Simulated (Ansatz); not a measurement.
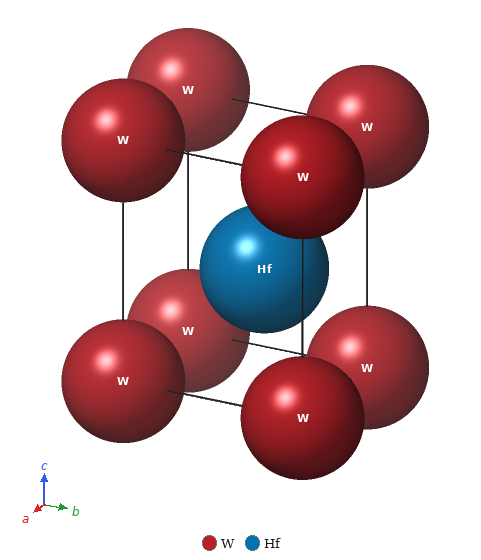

A spheres-only picture of a crystal structure, seen slightly off an axis. Lines trace the edges of the simulation cell.

```yaml
crystal:
  lattice:
    - [1.70604, 2.95494, 0.00000]
    - [-1.70604, 2.95494, 0.00000]
    - [0.00000, 0.00000, 3.32323]
  atoms:
    - { symbol: W, position: [0.00000, 0.00000, 0.00000] }
    - { symbol: Hf, position: [0.66670, 0.66660, 0.50000] }
```

Setup: Ansatz 0.2.0, DFT, PAW plane waves, PBEsol, spin-orbit; a cutoff energy of 420 eV, k-point mesh 11×11×10, Fermi-Dirac smearing of 0.012 eV, spinor wavefunctions. The pressure of the cell is 35 GPa.

**What does a Bader analysis give?**

Hf +0.73 e; W -0.73 e.

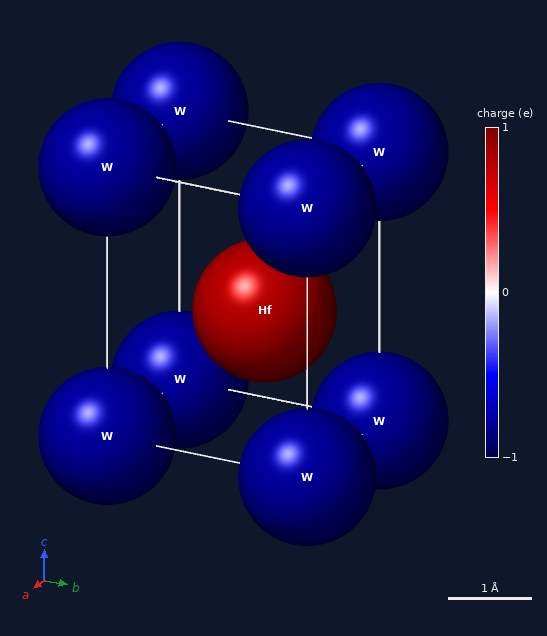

The atoms coloured by those charges.

Note that this is a generated cell, made by putting these elements into a known structure type (the compound may or may not exist in this form), and that it hasn't been relaxed. An electronic-structure calculation with Ansatz was run on it.

At this level of theory the cell isn't at rest (compressed, at 35 GPa), so its distances can differ from those at equilibrium, the more so the softer the solid.
